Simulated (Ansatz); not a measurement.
# H6NOSi2 radical: two torsions

A grid of calculations on H6NOSi2, SMILES N[Si](O)[SiH3], spin multiplicity 2, to see where the energy is lowest and how it rises around there.

Method: UKS B3LYP-D4/def2-SVP; program: Ansatz 0.2.0.

### Step 1. The starting structure

SMILES `N[Si](O)[SiH3]`, 10 atoms, charge 0, spin multiplicity 2.

Atoms are counted from 1 here; the program's logs count them from 0.

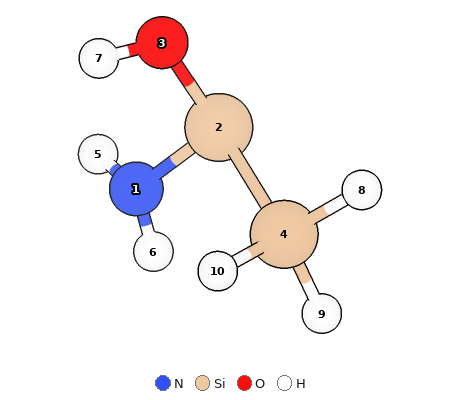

Start geometry, drawn with nitrogen blue, silicon light orange, oxygen red, hydrogen white; atoms are numbered from 1 in the order of the file.

As a file:

```xyz
10
H6NOSi2
N     0.0659    1.6603   -0.4938
Si   -0.0319   -0.0307   -0.9804
O     1.5223   -0.4635   -1.4979
Si   -0.7105   -1.2158    0.9743
H     0.3794    2.3433   -1.1924
H    -0.7039    2.0600    0.0530
H     2.2274    0.0491   -1.0566
H    -0.9447   -2.6610    0.6241
H    -2.0127   -0.6348    1.4687
H     0.2918   -1.1581    2.1039
```

This geometry comes from a loose relaxation at PBE in a small basis, which is not shown.

### Step 3. The grid

First coordinate, dihedral Si4–Si2–O3–H7: 10 values from −180 to 144 °, periodic. Second coordinate, dihedral H5–N1–Si2–Si4: 10 values from −180 to 144 °, periodic.

Nothing else is relaxed (all other coordinates rigid). Energies count from the relaxed molecule at the same level. Points are written as (first, second).

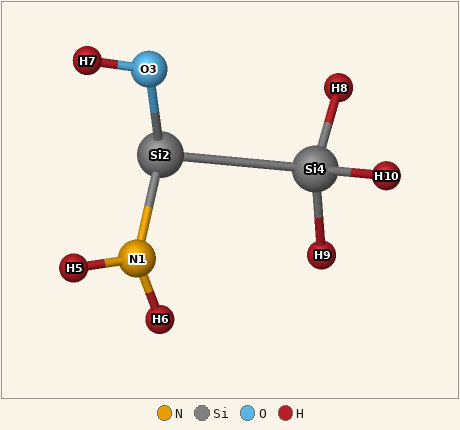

The geometry at (−180°, −180°).

(The set-up runs are not shown.)

### Step 4. Point (108°, −180°)

Contents of input.yaml:

```yaml
crystal:
  periodic: [false, false, false]
  atoms:
    - { symbol: "N", position_ang: [0.040786, 1.65491, -0.501683] }
    - { symbol: Si, position_ang: [-0.034035, -0.027613, -0.977302] }
    - { symbol: O, position_ang: [1.542442, -0.501369, -1.314064] }
    - { symbol: Si, position_ang: [-0.955497, -1.182514, 0.890232] }
    - { symbol: H, position_ang: [0.407797, 2.344754, -1.154758] }
    - { symbol: H, position_ang: [-0.728027, 2.057147, 0.030143] }
    - { symbol: H, position_ang: [1.657839, -1.037781, -2.111306] }
    - { symbol: H, position_ang: [-1.196059, -2.610661, 0.530602] }
    - { symbol: H, position_ang: [-2.269981, -0.555769, 1.235776] }
    - { symbol: H, position_ang: [-0.084535, -1.142406, 2.108622] }
magnetization:
  spin_polarized: true
  initial_magnetization: 1
basis:
  gaussian: { orbitals: def2-SVP }
hamiltonian:
  xc: { name: B3LYP }
  dispersion: d4
output:
  forces: true
```

Run with:

```bash
$ ansatz run input.yaml --threads 1 --pin off --max-ram 2560MiB --backend cpu --events-out ev --progress --plain --runs-dir out
```

Further runs follow: the other points that were computed.

Before running it: what results should come out? Wanted: lowest point; highest computed point; dipole moment.

The runs gave:

| quantity | value |
| --- | --- |
| lowest point | (108°, −180°), −0.61 kcal/mol |
| highest computed point | (−36°, −108°), 7.34 kcal/mol above the lowest |
| dipole moment (D) | 0.23 at (72°, −72°) to 3.14 at (−144°, 144°); 1.95 at the lowest point |
| time for the whole task | 10 min on 1 thread, shared host |

What this shows: The lowest computed point is at (108°, −180°), −0.61 kcal/mol from the relaxed molecule at the same level. There are further wells near (−72°, −180°) (0.86 kcal/mol above the lowest at that grid point); (108°, 0°) (1.38 kcal/mol above the lowest at that grid point). The highest computed point, (−36°, −108°), lies 7.34 kcal/mol above the lowest. On the interpolated surface the easiest way out of the lowest well to the well at (−72°, −180°) passes a barrier of about 1.7 kcal/mol. Round the minimum the two coordinates are nearly uncoupled.
